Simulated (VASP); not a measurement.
# Which face does V expose?, part 2 of 6

Aim: compare the low-index faces of V at one level of theory.

VASP 6.6.1; PBE, no spin polarisation; plane waves and PAW (V).

So far. Step 3 (The bulk reference, job self-consistent run, k-mesh …): The run ends at a pressure of 0.01 GPa.

### 4. Relaxing the slab, 7 atoms, face V(110)

System of this step: V(110). The cell holds 7 atoms: 7 V. Cell: a = 2.978 Å, b = 2.579 Å, c = 27.634 Å, α = 90.0°, β = 90.0°, γ = 54.7°. It derives from V. 7 layers of bcc V, cut at this functional's lattice. Vacuum lies along c.

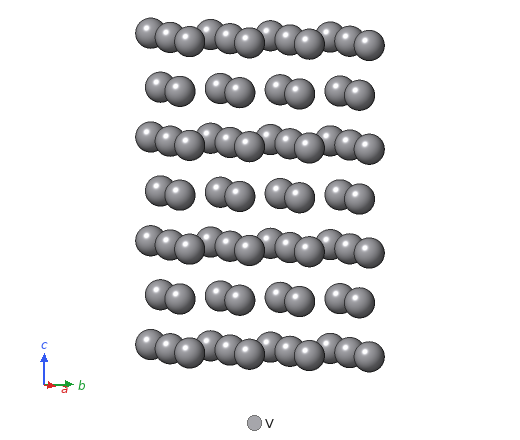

The cell of this step (vanadium grey). 2×3×1 cells are drawn. Some periodic images of atoms are drawn too.

All atoms relax at the fixed cell.

INCAR reads:

```
SYSTEM = V
PREC = Normal
ENCUT = 320
EDIFF = 1E-05
NELM = 120
ISMEAR = 1
SIGMA = 0.15
LREAL = .FALSE.
ALGO = Fast
GGA = PE
NBANDS = 24
LASPH = .TRUE.
LORBIT = 11
LWAVE = .FALSE.
LCHARG = .FALSE.
KPAR = 4
IBRION = 2
NSW = 40
ISIF = 2
EDIFFG = -0.03
POTIM = 0.4
MAXMIX = 40
```

POSCAR reads:

```
V
1.0
    2.9778361410      0.0000000000      0.0000000000
    1.4889180705      2.1056481286      0.0000000000
    0.0000000000      0.0000000000     27.6338887714
V
7
Direct
    0.0000000000      0.0000000000      0.2714058800
    0.5000000000      0.0000000000      0.3476039200
    0.0000000000      0.0000000000      0.4238019600
    0.5000000000      0.0000000000      0.5000000000
    0.0000000000      0.0000000000      0.5761980400
    0.5000000000      0.0000000000      0.6523960800
    0.0000000000      0.0000000000      0.7285941200
```

KPOINTS reads:

```
Automatic mesh
0
Gamma
14 14 1
0 0 0
```

PAW data sets: V (PBE family, release 64).

Command:

```
$ mpirun -np 4 vasp_std
```

Output:

```text
[banner, memory and clock lines left out]
running    4 mpi-ranks, on    1 nodes
 distrk:  each k-point on    1 cores,    4 groups
 distr:  one band on    1 cores,    1 groups

 POSCAR found type information on POSCAR V
 POSCAR found :  1 types and       7 ions
 LDA part: xc-table for (Slater+PW92), standard interpolation
 POSCAR, INCAR and KPOINTS ok, starting setup
 FFT: planning ... GRIDC
 FFT: planning ... GRID_SOFT
 FFT: planning ... GRID
 WAVECAR not read
 entering main loop
       N       E                     dE             d eps       ncg     rms          rms(c)
DAV:   1     0.213183105822E+03    0.21318E+03   -0.89960E+03  2736   0.992E+02
DAV:   2    -0.347620478535E+02   -0.24795E+03   -0.23713E+03  2784   0.287E+02
DAV:   3    -0.708935511753E+02   -0.36132E+02   -0.33650E+02  4584   0.127E+02
DAV:   4    -0.733037488000E+02   -0.24102E+01   -0.23344E+01  4312   0.474E+01
DAV:   5    -0.733984965312E+02   -0.94748E-01   -0.93620E-01  4592   0.652E+00    0.312E+01
RMM:   6    -0.116260931705E+03   -0.42862E+02   -0.63251E+01  4252   0.190E+02    0.386E+01
RMM:   7    -0.781721275637E+02    0.38089E+02   -0.62915E+01  2976   0.104E+02    0.213E+01
RMM:   8    -0.684055980953E+02    0.97665E+01   -0.79420E+01  2899   0.107E+02    0.200E+01
RMM:   9    -0.678291741972E+02    0.57642E+00   -0.34805E+01  3044   0.516E+01    0.180E+01
RMM:  10    -0.647683780394E+02    0.30608E+01   -0.29738E+01  3624   0.460E+01    0.105E+01
RMM:  11    -0.656618484160E+02   -0.89347E+00   -0.19350E+01  4158   0.152E+01    0.132E+01
RMM:  12    -0.645700977095E+02    0.10918E+01   -0.59654E+00  3363   0.121E+01    0.130E+01
RMM:  13    -0.618913514874E+02    0.26787E+01   -0.33134E+00  3252   0.123E+01    0.971E+00
RMM:  14    -0.607669862456E+02    0.11244E+01   -0.37880E+00  3799   0.827E+00    0.486E+00
RMM:  15    -0.606832995278E+02    0.83687E-01   -0.11528E+00  3520   0.587E+00    0.304E+00
RMM:  16    -0.607952980194E+02   -0.11200E+00   -0.13201E+00  3819   0.528E+00    0.342E+00
RMM:  17    -0.607435471229E+02    0.51751E-01   -0.16875E-01  3629   0.177E+00    0.282E+00
RMM:  18    -0.606510309169E+02    0.92516E-01   -0.29028E-01  3233   0.414E+00    0.905E-01
RMM:  19    -0.606534605015E+02   -0.24296E-02   -0.55158E-02  3645   0.101E+00    0.737E-01
RMM:  20    -0.606666153865E+02   -0.13155E-01   -0.79961E-02  3475   0.167E+00    0.947E-01
RMM:  21    -0.606613235505E+02    0.52918E-02   -0.12447E-02  3682   0.463E-01    0.732E-01
RMM:  22    -0.606560180531E+02    0.53055E-02   -0.38037E-02  3656   0.134E+00    0.524E-01
RMM:  23    -0.606516871273E+02    0.43309E-02   -0.51024E-03  2867   0.775E-01    0.118E-01
RMM:  24    -0.606518310234E+02   -0.14390E-03   -0.34459E-03  3620   0.236E-01    0.319E-02
RMM:  25    -0.606520126220E+02   -0.18160E-03   -0.17274E-03  3595   0.160E-01    0.652E-02
RMM:  26    -0.606521230975E+02   -0.11048E-03   -0.76029E-04  2900   0.591E-02    0.711E-02
RMM:  27    -0.606521055574E+02    0.17540E-04   -0.63837E-04  2604   0.997E-02    0.273E-02
RMM:  28    -0.606521891026E+02   -0.83545E-04   -0.66915E-04  2663   0.436E-02    0.141E-02
RMM:  29    -0.606522536977E+02   -0.64595E-04   -0.53283E-04  2342   0.609E-02    0.126E-02
RMM:  30    -0.606523177352E+02   -0.64037E-04   -0.49364E-04  1729   0.361E-02    0.603E-03
[...]
RMM:  75    -0.606572091470E+02   -0.59628E-04   -0.54091E-04   523   0.539E-03    0.346E-02
RMM:  76    -0.606572626611E+02   -0.53514E-04   -0.46039E-04  1186   0.699E-03    0.357E-02
RMM:  77    -0.606573071373E+02   -0.44476E-04   -0.38901E-04   819   0.518E-03    0.365E-02
RMM:  78    -0.606573429061E+02   -0.35769E-04   -0.32660E-04   694   0.512E-03    0.367E-02
RMM:  79    -0.606573737954E+02   -0.30889E-04   -0.27411E-04   659   0.497E-03    0.370E-02
RMM:  80    -0.606573987807E+02   -0.24985E-04   -0.22921E-04   515   0.441E-03    0.370E-02
RMM:  81    -0.606574209621E+02   -0.22181E-04   -0.19251E-04   658   0.494E-03    0.373E-02
RMM:  82    -0.606574399094E+02   -0.18947E-04   -0.16124E-04   974   0.565E-03    0.376E-02
RMM:  83    -0.606574545582E+02   -0.14649E-04   -0.13713E-04   651   0.503E-03    0.376E-02
RMM:  84    -0.606574674188E+02   -0.12861E-04   -0.11729E-04   526   0.471E-03    0.376E-02
RMM:  85    -0.606574784184E+02   -0.11000E-04   -0.10088E-04   653   0.495E-03    0.376E-02
RMM:  86    -0.606574864981E+02   -0.80797E-05   -0.89480E-05  1493   0.821E-03
   1 F= -.60657486E+02 E0= -.60658526E+02  d E =-.606575E+02
 curvature:   0.00 expect dE= 0.000E+00 dE for cont linesearch  0.000E+00
 trial: gam= 0.00000 g(F)=  0.254E-01 g(S)=  0.000E+00 ort = 0.000E+00 (trialstep = 0.100E+01)
 search vector abs. value=  0.254E-01
 bond charge predicted
       N       E                     dE             d eps       ncg     rms          rms(c)
DAV:   1    -0.607000975204E+02   -0.42619E-01   -0.13688E+00  3128   0.561E+00    0.493E-01
RMM:   2    -0.607103665120E+02   -0.10269E-01   -0.47355E-02  2778   0.250E+00    0.609E-01
RMM:   3    -0.607018937851E+02    0.84727E-02   -0.14550E-02  3120   0.985E-01    0.358E-01
RMM:   4    -0.607046139150E+02   -0.27201E-02   -0.50298E-03  3593   0.471E-01    0.434E-01
RMM:   5    -0.607006690993E+02    0.39448E-02   -0.22798E-03  2785   0.494E-01    0.291E-01
RMM:   6    -0.606998305083E+02    0.83859E-03   -0.19182E-03  3105   0.226E-01    0.243E-01
RMM:   7    -0.606995663005E+02    0.26421E-03   -0.76548E-04  3567   0.173E-01    0.211E-01
RMM:   8    -0.606989058272E+02    0.66047E-03   -0.97522E-04  3362   0.238E-01    0.153E-01
RMM:   9    -0.606987737936E+02    0.13203E-03   -0.82894E-04  3649   0.144E-01    0.153E-01
RMM:  10    -0.606987754071E+02   -0.16135E-05   -0.26443E-04  3486   0.815E-02    0.160E-01
RMM:  11    -0.606987456648E+02    0.29742E-04   -0.32790E-05  1998   0.340E-02    0.157E-01
RMM:  12    -0.606987103815E+02    0.35283E-04   -0.19730E-05  1708   0.488E-02    0.153E-01
RMM:  13    -0.606986896557E+02    0.20726E-04   -0.75151E-06  1643   0.222E-02    0.150E-01
RMM:  14    -0.606986961828E+02   -0.65270E-05   -0.36332E-06  1642   0.228E-02
   2 F= -.60698696E+02 E0= -.60699730E+02  d E =-.412097E-01
[... from here on, the cycles between the ionic steps are left out ...]
   3 F= -.60725950E+02 E0= -.60725813E+02  d E =-.684632E-01
   4 F= -.60726167E+02 E0= -.60725975E+02  d E =-.686803E-01
   5 F= -.60727618E+02 E0= -.60727563E+02  d E =-.145130E-02
   6 F= -.60729439E+02 E0= -.60729638E+02  d E =-.327264E-02
   7 F= -.60729454E+02 E0= -.60729676E+02  d E =-.328709E-02
   8 F= -.60730234E+02 E0= -.60730433E+02  d E =-.780085E-03
   9 F= -.60731952E+02 E0= -.60732069E+02  d E =-.249798E-02
  10 F= -.60732526E+02 E0= -.60732449E+02  d E =-.307208E-02
  11 F= -.60732748E+02 E0= -.60732748E+02  d E =-.329391E-02
 curvature: -13.71 expect dE=-0.343E-02 dE for cont linesearch -0.108E-04
 trial: gam= 0.78527 g(F)=  0.250E-03 g(S)=  0.000E+00 ort = 0.189E-04 (trialstep = 0.454E+01)
 search vector abs. value=  0.559E-03
 bond charge predicted
       N       E                     dE             d eps       ncg     rms          rms(c)
DAV:   1    -0.607354365387E+02   -0.26888E-02   -0.52463E-01  2736   0.368E+00    0.391E-01
RMM:   2    -0.607339085019E+02    0.15280E-02   -0.15136E-02  2758   0.152E+00    0.282E-01
RMM:   3    -0.607336602131E+02    0.24829E-03   -0.41143E-03  3294   0.503E-01    0.178E-01
RMM:   4    -0.607332172290E+02    0.44298E-03   -0.12382E-03  2989   0.346E-01    0.981E-02
RMM:   5    -0.607332439511E+02   -0.26722E-04   -0.83028E-04  3486   0.181E-01    0.608E-02
RMM:   6    -0.607332774365E+02   -0.33485E-04   -0.13189E-04  2953   0.692E-02    0.579E-02
RMM:   7    -0.607332811854E+02   -0.37488E-05   -0.28303E-05  1894   0.446E-02
  12 F= -.60733281E+02 E0= -.60733316E+02  d E =-.533383E-03
 trial-energy change:   -0.000533  1 .order   -0.000421   -0.001203    0.000362
 step:   3.7706(harm=  3.4936)  dis= 0.01125  next Energy=   -60.733311 (dE=-0.564E-03)
 reached required accuracy - stopping structural energy minimisation
```

Run time: 6.6 min. Hardware: 4 MPI ranks of AMD EPYC 7R43, shared host; peak memory 0.77 GiB.

From OUTCAR (step 4):

```text
  LATTYP: Found a base centered orthorhombic cell.
 ALAT       =     2.9778361410
 B/A-ratio  =     1.4142135624
 C/A-ratio  =     9.2798553926

 Subroutine GETGRP returns: Found  8 space group operations
 (whereof  8 operations were pure point group operations)

The static configuration has the point symmetry D_2h.

 Found     57 irreducible k-points:

   k-points           NKPTS =     57   k-points in BZ     NKDIM =     57   number of bands    NBANDS=     24

   dimension x,y,z NGX =    14 NGY =   12 NGZ =  126
   dimension x,y,z NGXF=    28 NGYF=   24 NGZF=  252

   ENCUT  =  320.0 eV  23.52 Ry    4.85 a.u.   4.34  3.76 40.31*2*pi/ulx,y,z

   NELECT =      35.0000    total number of electrons

 E-fermi :   1.3013

 k-point     1 :       0.0000    0.0000    0.0000
  band No.  band energies     occupation
    ...
     10       0.4268      2.00000
     11       0.7988      2.00002
     12       0.9052      2.00121
     13       0.9391      2.00336
     14       1.1727      2.00657
     15       1.4558     -0.05603
     16       1.4790     -0.07039
     17       1.4940     -0.06988
     18       1.6414     -0.00614
     19       1.6544     -0.00434
    ...

 k-point     2 :       0.0714   -0.0000    0.0000
  band No.  band energies     occupation
    ...
     10       0.4345      2.00000
     11       0.8001      2.00002
     12       0.8516      2.00019
     13       0.8993      2.00100
     14       1.1719      2.00858
     15       1.3631      0.36407
     16       1.3805      0.22979
     17       1.4752     -0.06949
     18       1.5755     -0.02675
     19       1.6204     -0.01037
    ...

  Total       -0.4537899     -1.6887293     -0.1012676     -0.0000000      0.0000000      0.0000000
  in kB       -4.1960125    -15.6150008     -0.9363804     -0.0000000      0.0000000      0.0000000
  external PRESSURE =      -6.9157979 kB  Pullay stress =       0.0000000 kB

  energy-cutoff  :      320.00
  volume of cell :      173.27
      direct lattice vectors                 reciprocal lattice vectors
     2.977836141  0.000000000  0.000000000     0.335814314 -0.237456578  0.000000000
     1.488918071  2.105648129  0.000000000     0.000000000  0.474913157  0.000000000
     0.000000000  0.000000000 27.633888771     0.000000000  0.000000000  0.036187451

 POSITION                                       TOTAL-FORCE (eV/Angst)
 -----------------------------------------------------------------------------------
      2.97784      0.00000      7.62497        -0.000000      0.000000      0.005434
      1.48892      0.00000      9.60672         0.000000     -0.000000     -0.013808
      0.00000      0.00000     11.71611        -0.000000     -0.000000     -0.002092
      1.48892      0.00000     13.81694        -0.000000      0.000000      0.000000
      1.48892      2.10565     15.91778        -0.000000      0.000000      0.002092
      1.48892      0.00000     18.02717         0.000000      0.000000      0.013808
      2.97784      0.00000     20.00892         0.000000      0.000000     -0.005434
 -----------------------------------------------------------------------------------
    total drift:                                0.000000     -0.000000     -0.000000

  FREE ENERGIE OF THE ION-ELECTRON SYSTEM (eV)
  ---------------------------------------------------
  free  energy   TOTEN  =       -60.7332811854 eV

  energy  without entropy=      -60.7333867577  energy(sigma->0) =      -60.73331638

 total charge
# of ion       s       p       d       tot
------------------------------------------
    1        0.577   0.481   3.575   4.633
    2        0.600   0.706   3.611   4.916
    3        0.586   0.674   3.569   4.830
    4        0.590   0.663   3.587   4.839
    5        0.586   0.674   3.569   4.830
    6        0.600   0.706   3.611   4.916
    7        0.577   0.481   3.575   4.633
--------------------------------------------------
tot          4.117   4.384  25.097  33.597

[... 1 part as in an earlier step ...]

[... 7 further parts left out ...]
```

The run keeps the 8 symmetry operations of its start, so it cannot find a distortion of lower symmetry.

Step by step:

```
step  energy less that of the first step (eV)  largest force (eV/Å)
   1                                   0.0000                0.4329
   2                                  -0.0412                0.3348
   3                                  -0.0685                0.0791
   4                                  -0.0687                0.0829
   5                                  -0.0701                0.0565
   6                                  -0.0720                0.0474
   7                                  -0.0720                0.0584
   8                                  -0.0727                0.0498
   9                                  -0.0745                0.0338
  10                                  -0.0750                0.0667
  11                                  -0.0753                0.0502
  12                                  -0.0758                0.0138
```

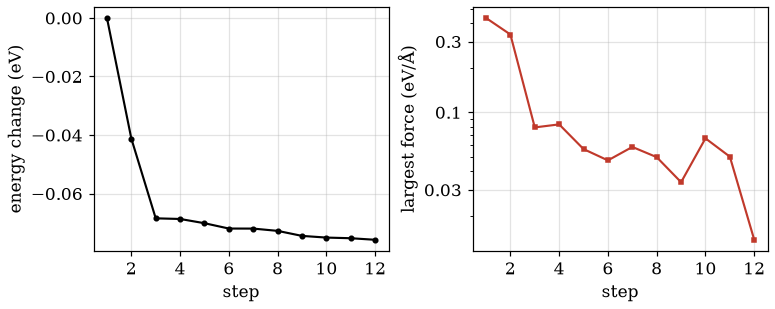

Energy and largest force along the relaxation.

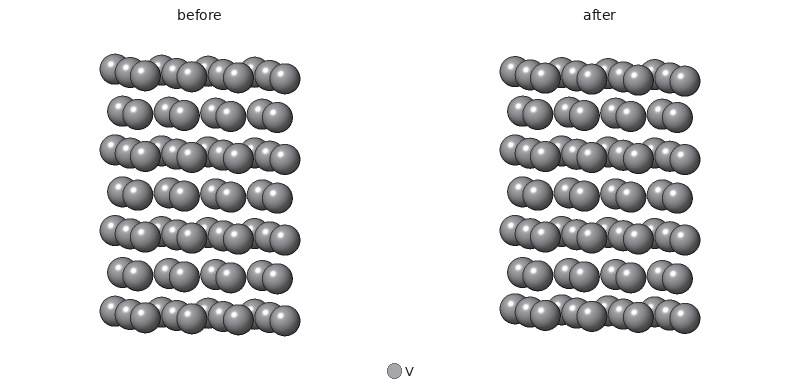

The structure before and after the relaxation, drawn at the same scale.

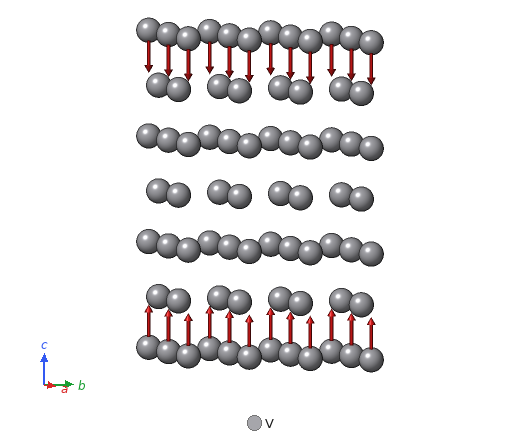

Displacements in the relaxation, exaggerated; the longest in the cell stands for 0.12 Å. 2×3×1 cells are drawn. Some periodic images of atoms are drawn too.

The atoms that moved most (Å):

```
atom     dx     dy      dz  length
  V7  0.000  0.000  -0.125   0.125
  V1  0.000  0.000   0.125   0.125
```

The relaxed structure:

```cif
data_structure
_symmetry_space_group_name_H-M 'P 1'
_symmetry_Int_Tables_number 1
_cell_length_a 2.9778
_cell_length_b 2.5789
_cell_length_c 27.6339
_cell_angle_alpha 90.000
_cell_angle_beta 90.000
_cell_angle_gamma 54.736
_cell_volume 173.27
loop_
_atom_site_label
_atom_site_type_symbol
_atom_site_fract_x
_atom_site_fract_y
_atom_site_fract_z
_atom_site_occupancy
V1 V 0.00000 0.00000 0.27593 1
V2 V 0.50000 0.00000 0.34764 1
V3 V 0.00000 0.00000 0.42398 1
V4 V 0.50000 0.00000 0.50000 1
V5 V 0.00000 0.00000 0.57602 1
V6 V 0.50000 0.00000 0.65236 1
V7 V 0.00000 0.00000 0.72407 1
```

Numbers from this step:

| Quantity | Value |
| --- | --- |
| electronic steps | 180 |
| electrons | 35 |
| free energy (TOTEN) | -60.7333 eV |
| Fermi energy | 1.301 eV |

The run ended after 12 ionic steps, 0.076 eV below its first step, once the forces on the free atoms met EDIFFG = -0.03.

(Part 2 of 6 ends here.)

[Lines on the potential files, build, host, timing and source positions are cut from VASP's logs without a mark.]

[Logs are printed without paths, hosts, clocks, repeated set-up lines and the standing remarks that a program may print on its own settings, such as how far it seeks lower states.]

[Hosts, paths, dates, database ids (printed as entryN), source tags and the programs' standing remarks are cut or masked in the printed files.]

[Runs that stopped without an error message from VASP are left out.]
